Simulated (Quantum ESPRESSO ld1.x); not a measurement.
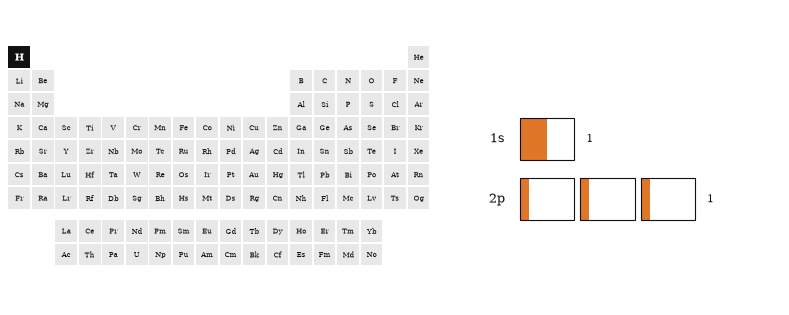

**Figure 1.** Left, the place of hydrogen in the periodic table; right, the outer shells as the input fills them: a box for each of the 2l + 1 orbitals, shaded by the share of the shell that is filled, with the electron count at the right.

# Atomic calculation, with input and output: H

H, configuration typed as 1s1 2p-1. Computed at this level: radial all-electron Kohn-Sham run of Quantum ESPRESSO ld1.x with rel=2, dft='PBE' as typed.

**Outcome**

- outcome: converged
- total energy: −0.458938 hartree
- kinetic energy: 0.447265 hartree
- electron–nucleus energy: −0.944650 hartree
- Hartree energy: 0.289816 hartree
- exchange–correlation energy: −0.251368 hartree
- SCF iterations: 28
- hardware: 1 CPU thread, shared host
- wall time: 0.6 s

**What is odd here**

One thing in this input was made odd on purpose: negative occupation. The program ran to the end, and its total energy equals that of the same run with the usual input (−0.45894 hartree) within 10⁻⁵ hartree, so the oddity leaves no trace in it.

**The input**
```
 &input
    zed=1.0,
    iswitch=1,
    rel=2,
    dft='PBE',
    config='1s1 2p-1',
    lsmall=.true.,
    prefix='ld1',
    max_out_wfc=37,
    file_charge='ld1.rho',
 /
```

Launched with:
```bash
OMP_NUM_THREADS=1 ld1.x < ld1.in > ld1.out
```

**Output**
```
     Program LD1 v.7.5 starts

     --------------------------- All-electron run ----------------------------

     dirac relativistic calculation

     atomic number is  1.00
     dft =PBE   lsd =0 sic =0 latt =0  beta=0.20 tr2=1.0E-14
     Exchange-correlation= PBE
                           (   1   4   3   4   0   0   0)
     mesh =1577 r(mesh) = 100.28338 a.u. xmin = -8.00 dx = 0.00800
     1 Ry =  13.60569312 eV, c = 137.03599908

     n l j   nl                  e(Ry)          e(Ha)          e(eV)
     Spin orbit split results
     1 0 0.5 1S 1( 1.00)        -0.4772        -0.2386        -6.4927
     Averaged results
     1 0     1S 1( 1.00)        -0.4772        -0.2386        -6.4927

     final scf error:  6.5E-15 reached in  28 iterations

     Etot =      -0.917876 Ry,      -0.458938 Ha,     -12.488338 eV

     Ekin =       0.894529 Ry,       0.447265 Ha,      12.170691 eV
     Encl =      -1.889301 Ry,      -0.944651 Ha,     -25.705252 eV
     Eh   =       0.579631 Ry,       0.289816 Ha,       7.886286 eV
     Exc  =      -0.502735 Ry,      -0.251368 Ha,      -6.840063 eV

     normalization and overlap integrals

     s(1S/1S) =  1.000000  <r> =   1.6358  <r2> =    3.6634  r(max) =   1.0243

     ------------------------ End of All-electron run ------------------------
```
